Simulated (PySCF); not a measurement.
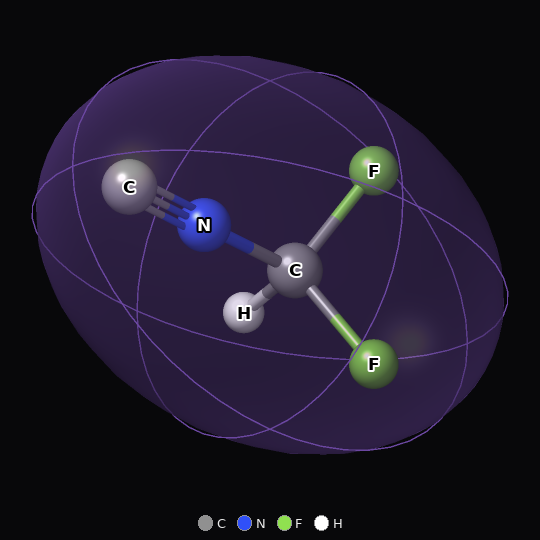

The ellipsoid shows the static dipole polarisability: its half-axes are proportional to the principal values. The geometry was computed by an optimisation with GFN2-xTB. No frequency run is at hand to confirm it as a minimum. Level of theory: CAM-B3LYP/def2-SVPD (PySCF 2.14.0).

**Give the principal values, the mean and the anisotropy.**

Principal values 26.2, 27.4, 40.2 bohr³; mean 31.2 bohr³ (4.63 Å³); anisotropy 13.4 bohr³, so the longest axis is 1.53 times the shortest.
